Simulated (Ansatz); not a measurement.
CsCl-type FeAl was calculated with HSE06 in Ansatz (PAW).

Run with plane-wave cutoff 460 eV, 10×10×10 k mesh, Fermi–Dirac smearing 0.05 eV, no spin polarisation, scalar-relativistic PAW data made under PBE.

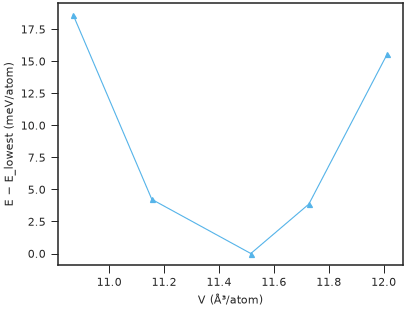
Total energy against volume

### Question
From the curve, estimate the equilibrium volume and the bulk modulus.

### Answer
V0 ≈ 11.4 Å³/atom and B0 ≈ 190 GPa; the fit gives V0 = 11.441 Å³/atom, B0 = 193 GPa, B′ = 4.2.

Measured, for comparison: bulk modulus 152 GPa (room temperature, no zero-point or thermal correction; as tabulated in Yamada et al. (2019), arXiv:1910.09660); equilibrium volume per atom 12.32 Å³/atom (room temperature, no zero-point or thermal correction; as tabulated in Liu et al. (2023), doi:10.1107/s2414314623010659). Computed (rounded) less measured: bulk modulus +27 %, equilibrium volume per atom -7.1 %.

Note: the run has no spin polarisation, so it can have missed a magnetic state.

The computed numbers hold no vibrational or temperature effects.

Ansatz is a program for electronic structure.
